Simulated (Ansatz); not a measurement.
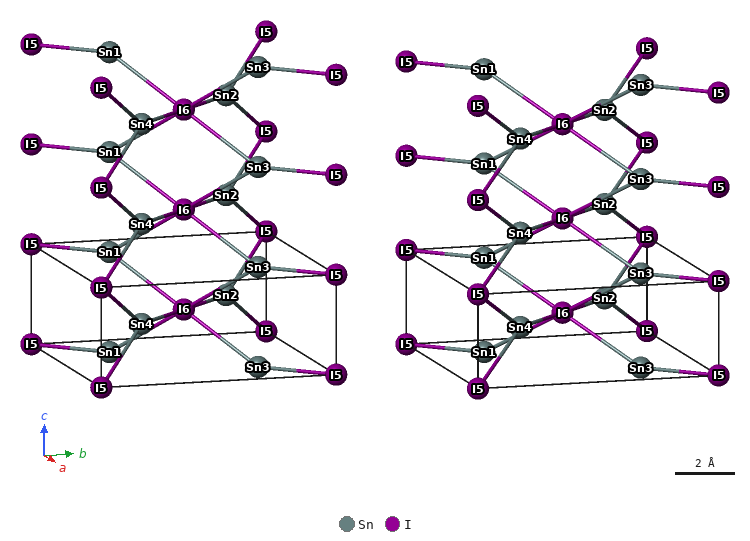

Two geometries of crystalline Sn₂I (built on the rutile_136 type) (coarse preliminary run), drawn at one scale. One is the start of a relaxation, the other its converged end. The picture is a ball-and-stick view of the cell of the calculation, repeated 1 × 1 × 3 with one cell outlined, seen slightly off an axis.

Level of theory: DFT PBE, scalar-relativistic, plane waves, PAW (Ansatz 0.2.0). Set-up: plane-wave cutoff 420 eV; k-point mesh 2 × 2 × 6; occupations gaussian; smearing width 0.1 eV; no spin polarisation; cell and atoms relaxed; force threshold 0.04 eV/Å; at most 70 steps.

Which geometry has the lower energy?

Answer. The left one is the relaxed one. Case: anti-rutile type (P4_2/mnm, No. 136). Over 3 accepted moves (4 points after the start) the energy falls by 36.8 meV per atom. Largest force component: 0.048 eV/Å at the start, 0.0033 eV/Å at the end. Pressure: 0.82 GPa at the start and −0.12 GPa at the end. The SCF was repeated once at an unchanged geometry on a basis and grid sized afresh for the cell, which shifted the energy by less than 0.05 meV per atom at most. The largest moves relative to the cell, 0.086 Å, are those of Sn1, Sn2, Sn3 and Sn4. Sn3 goes along [−1 −1 0]. I stays in place. The drawn cell changes as follows: a = b 8.651 → 8.447 Å (−2.4 %), c 3.305 → 3.505 Å (+6.0 %); the volume changes by +1.1 %. Near-neighbour distances that change, for instance: Sn1–I6 3.486 → 3.398 Å, Sn1–I5 3.047 → 3.062 Å. The space group stays P4_2/mnm (No. 136).
